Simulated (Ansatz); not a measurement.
# Mg6TlNi, from a guessed structure to a relaxed one, part 2 of 2

Starting from a made-up structure for Mg6TlNi, the aim is the relaxed cell, its shortest contacts and, where a second run follows, its electronic structure.

Ansatz 0.2.0; DFT, PBE, plane-wave PAW, files of the set soft_1, scalar-relativistic, ferromagnetic start, cell and ions relaxed at zero pressure; PAW set soft_1 (the session's first sound run).

So far: The structure; Relaxing cell and atoms. The relaxed cell has a, b, c = 4.928, 6.293, 10.598 Å (conventional setting).

### 3. Bands of the relaxed cell

With the geometry fixed, one more self-consistent run, with a narrower smearing and the mesh shown in its input, gives the bands, and its pressure, and its forces where symmetry allows any, show how far the geometry depends on these settings.

This step: DFT, PBE, plane-wave PAW, files of the set soft_1, scalar-relativistic, no spin, bands and density of states at the relaxed cell; PAW set soft_1 (Ansatz 0.2.0).

input.yaml reads:

```yaml
crystal:
  lattice:
    - [4.9281683321, 0.0, 0.0]
    - [0.0, 3.146530859, 5.2990648647]
    - [0.0, -3.146530859, 5.2990648647]
  atoms:
    - { symbol: Tl, position: [0.5, 0.3374743839, 0.3374743839] }
    - { symbol: Ni, position: [0.5, 0.8296981443, 0.8296981443] }
    - { symbol: Mg, position: [0.0, 0.1653754007, 0.1653754007] }
    - { symbol: Mg, position: [0.0, 0.6732698811, 0.6732698811] }
    - { symbol: Mg, position: [0.0, 0.6799151828, 0.1463009341] }
    - { symbol: Mg, position: [0.0, 0.1463009341, 0.6799151828] }
    - { symbol: Mg, position: [0.5, 0.8361935488, 0.3402725243] }
    - { symbol: Mg, position: [0.5, 0.3402725243, 0.8361935488] }
kpoints:
  mp_grid: { grid: [6, 6, 6] }
  band_path:
    path:
      - [[0.0, 0.0, 0.0], [0.0, 0.33814659, -0.33814659], [0.0, 0.0, -0.5], [-0.5, 0.0, -0.5], [-0.5, 0.33814659, -0.33814659], [-0.5, 0.0, 0.0], [0.0, 0.0, 0.0], [0.0, -0.5, -0.5], [0.0, -0.33814659, -0.66185341], [-0.5, -0.33814659, -0.66185341], [-0.5, -0.5, -0.5], [0.0, -0.5, -0.5]]
      - [[-0.5, 0.0, 0.0], [-0.5, -0.5, -0.5]]
    npoints: 6
scf:
  occupations: { method: fermi_dirac, width: 0.03 }
  n_extra_bands: 12
hamiltonian:
  xc: pbe
  pseudopotentials: { kind: paw, azcp: { folder: soft_1 } }
output:
  forces: true
  stress: true
  write_bands: true
  dos: { projected: true }
  write_density: true
  write_potential: true
  elf: true
  volumetric_format: npy
```

Started as:

```bash
> ansatz run input.yaml --threads 4 --pin off --max-ram 10240MiB --backend cpu --events-out ev --progress --plain --runs-dir out
```

Numbers of over 12 decimals in the logs are rounded to 6 here.

The program printed:

```text
[...]
Crystal: 8 atoms, lattice volume = 164.341 Å³
Basis set: ecut = 420 eV, 3231 PW (Γ), exchange–correlation on 72×90×90 points (8 copies of the dense FFT grid, shifted against one another)
Bands: 58, of which v1, the nominal top of the filled ones, is band 46 counted from 1 (45 counted from 0)
Symmetry: 4 space group operations
[...]
k-points: 52 of 216 (time reversal used)
[...]
SCF iter   1: F=—  HF=-28829.112761 eV  |F-HF|=—  |Δ(HF+E_count)|=         —  Δρ=7.42e-2  dr2=8.09e0  ethr=3.10e-3  ⟨swp⟩=7.8  Hψ=12293  notcnv=0  defer=27
[...]
SCF iter   9: F=-28828.633736 eV  HF=-28828.633736 eV  |F-HF|=4.43e-8  |Δ(HF+E_count)|=   1.67e-7  Δρ=5.45e-6  dr2=5.33e-8  ethr=1.10e-10  ⟨swp⟩=14.9  Hψ=22771  notcnv=0
SCF 1 converged in 9 iterations: F = -28828.633736 eV  dr2 = 5.33e-8
[...]
NSCF: frozen V_eff on 74 k-points
SCF converged after 9 iterations
Free energy (F): -28828.633736 eV
[...]
Internal energy: -28828.625248 eV  (E = F + TS)
E sigma→0 (E₀):  -28828.629492 eV
Entropy (-TS):   -0.008488 eV (-1.061 meV/atom)
Fermi energy:    7.867670 eV
[...]
--- Forces (eV/Å), atoms counted from 1 ---
  atom   1  Tl     0.00000000     0.00000000     0.00090627
  atom   2  Ni     0.00000000     0.00000000     0.00228767
  atom   3  Mg     0.00000000     0.00000000    -0.02389032
  atom   4  Mg     0.00000000     0.00000000     0.00500733
  atom   5  Mg     0.00000000     0.02076556     0.00105954
  atom   6  Mg     0.00000000    -0.02076556     0.00105954
  atom   7  Mg     0.00000000    -0.00336694     0.00679110
  atom   8  Mg     0.00000000     0.00336694     0.00679110
  max |Σ_I F_I| component: 1.22e-5 eV/Å
--- Stress (GPa, compression-positive) ---
       -0.505768       0.000000       0.000000
        0.000000       0.796997       0.000000
        0.000000       0.000000      -0.188889
  P = ⅓ Tr σ = 0.0341 GPa (0.341 kbar)
--- Band table (eV; the first three rows and the last of 52) ---
  k-point 0: bands = [... 42 lower, 6.6991, 6.7769, 7.1729, 7.2028, 7.8724, 10.2406, 10.8344, 11.1120, ... 8 higher]
  k-point 1: bands = [... 42 lower, 6.8442, 6.9162, 7.2906, 7.7126, 7.9943, 9.6417, 10.2728, 10.3754, ... 8 higher]
  k-point 2: bands = [... 42 lower, 7.1260, 7.2721, 7.7899, 8.4494, 8.5929, 9.0590, 9.7500, 10.1535, ... 8 higher]
  k-point 51: bands = [... 42 lower, 6.7559, 6.8881, 7.1924, 7.2283, 9.9431, 10.2672, 10.5162, 10.5720, ... 8 higher]
```

The job ended after 12 s (4 threads of INTEL XEON PLATINUM 8581C at 2.30GHz (Emerald Rapids), shared host; peak memory 0.99 GiB; 46 s of CPU time).

In the SCF lines HF is the Harris–Foulkes energy and dr2 the Hartree energy of the density residual, in eV; the loop may stop once dr2 is under the threshold and the program's other checks hold. Hψ counts applications of the Hamiltonian.

This step gave:

```
free energy             : -28828.6337 eV
energy at zero smearing : -28828.6295 eV
smearing term TS        : 0.008488 eV
Fermi energy            : 7.868 eV
pressure                : 0.03411 GPa
```

bands.tsv at the labelled points (eV, zero at the Fermi level; the bands that come nearest the Fermi level along the path):

| point | band 43 | band 44 | band 45 | band 46 | band 47 | band 48 | band 49 | band 50 |
| --- | --- | --- | --- | --- | --- | --- | --- | --- |
| Γ | -1.17 | -1.09 | -0.69 | -0.66 | 0.00 | 2.37 | 2.97 | 3.24 |
| X | -0.27 | -0.20 | -0.03 | 0.43 | 0.50 | 0.59 | 0.74 | 1.40 |
| S | -0.43 | -0.24 | -0.06 | 0.41 | 1.42 | 1.59 | 1.71 | 1.92 |
| R | -1.10 | -0.98 | -0.74 | -0.71 | 2.56 | 2.60 | 2.62 | 2.92 |
| A | -1.06 | -1.03 | 0.10 | 0.68 | 0.94 | 1.13 | 1.15 | 2.50 |
| Z | -1.17 | -1.10 | -0.92 | -0.66 | -0.58 | -0.07 | 0.31 | 0.71 |
| Γ | -1.17 | -1.09 | -0.69 | -0.66 | 0.00 | 2.37 | 2.97 | 3.24 |
| Y | -0.79 | 0.03 | 0.21 | 0.33 | 1.01 | 1.26 | 1.54 | 1.75 |
| X1 | -0.27 | -0.20 | -0.03 | 0.43 | 0.50 | 0.59 | 0.74 | 1.40 |
| A1 | -1.06 | -1.03 | 0.10 | 0.68 | 0.94 | 1.13 | 1.15 | 2.50 |
| T | -1.11 | -0.98 | -0.68 | -0.64 | 2.08 | 2.40 | 2.65 | 2.70 |
| Y | -0.79 | 0.03 | 0.21 | 0.33 | 1.01 | 1.26 | 1.54 | 1.75 |
| Z | -1.17 | -1.10 | -0.92 | -0.66 | -0.58 | -0.07 | 0.31 | 0.71 |
| T | -1.11 | -0.98 | -0.68 | -0.64 | 2.08 | 2.40 | 2.65 | 2.70 |

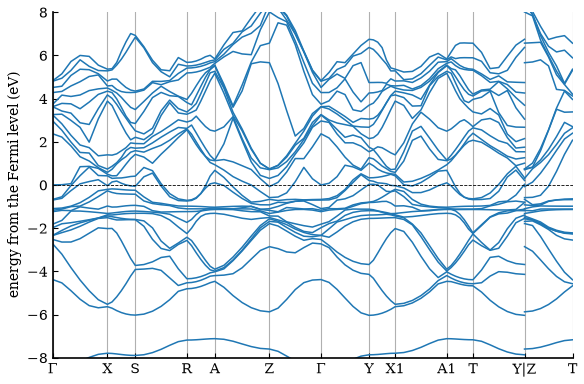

Bands along the path. 33 bands lie wholly below the window drawn.

States per cell as run, both spins, in windows of 1 eV, from dos.tsv (zero at the Fermi level):

| from | to | total |
| --- | --- | --- |
| -8 | -7 | 1.65 |
| -7 | -6 | 0.00 |
| -6 | -5 | 1.75 |
| -5 | -4 | 1.64 |
| -4 | -3 | 2.28 |
| -3 | -2 | 2.94 |
| -2 | -1 | 8.36 |
| -1 | 0 | 6.07 |
| 0 | 1 | 2.84 |
| 1 | 2 | 3.93 |
| 2 | 3 | 3.72 |
| 3 | 4 | 3.74 |

A further 66.3 states lie below the table's range.

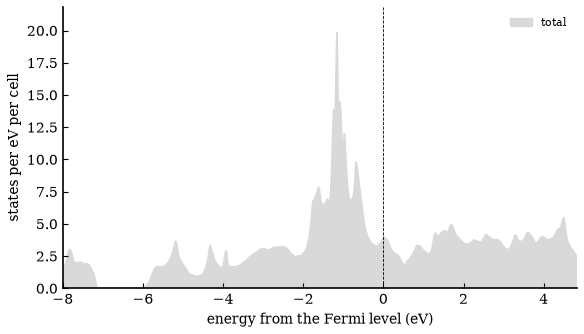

Total density of states, smoothed over about 0.04 eV.

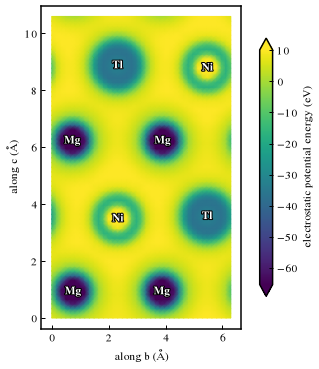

Electrostatic potential energy in the bc plane of the conventional cell at fractional x = 0.500, with atoms of Tl and Ni and Mg within 0.2 Å of it. With pseudopotentials it is smooth inside the atoms' cores, unlike the true potential. The map starts off the cell's origin, so that atoms lie inside it.

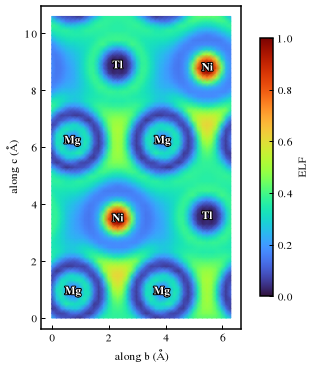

ELF in the bc plane of the conventional cell at fractional x = 0.500, with atoms of Tl and Ni and Mg within 0.2 Å of it. It is the smooth field of the valence electrons, not physical close to the nuclei. The map starts off the cell's origin, so that atoms lie inside it.

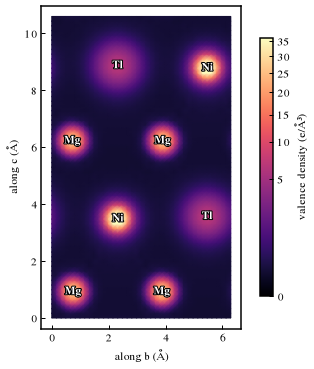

Valence density in the bc plane of the conventional cell at fractional x = 0.500, with atoms of Tl and Ni and Mg within 0.2 Å of it. It is the smooth field of the valence electrons, not physical close to the nuclei. The map starts off the cell's origin, so that atoms lie inside it. The colour scale is stretched toward low values.

### 4. What came out

```
space group, relaxed : Amm2
conventional cell    : a = 4.928, b = 6.293, c = 10.598 Å; α = 90.0°, β = 90.0°, γ = 90.0°
volume per atom      : 20.54 Å³ (guess 21.35)
total moment         : 0.00 μB in the cell of 8 atoms
```

In words: Mg6TlNi relaxes to Amm2 with a = 4.928, b = 6.293 and c = 10.598 Å. The guessed volume was 4 % too large. The space group Amm2 was held in the relaxation, so the end point is a stationary structure within it and may be a saddle against distortions or other arrangements. The moments died out from this one start and weren't seeded again at the relaxed cell. Bands cross the Fermi level, so it is a metal or semimetal at this level. The electron count is odd, which forces that without spin polarisation or a larger cell. On the 6×6×6 mesh with the narrower smearing (relaxed on 6×5×5) the largest force component is 0.024 eV/Å and the largest stress component is 0.797 GPa, against the relaxation's thresholds of 0.015 eV/Å and 0.05 GPa. The cutoff wasn't tested. Spin-orbit coupling is left out, which can matter for elements this heavy. No dispersion term is used, so weakly bound directions may come out too long. Nothing here tests whether the compound is stable against decomposition.

[Logs are printed without paths, hosts, clocks, repeated set-up lines and the standing remarks that a program may print on its own settings, such as how far it seeks lower states.]

[Hosts, paths, dates, database ids (printed as entryN), source tags and the programs' standing remarks are cut or masked in the printed files.]
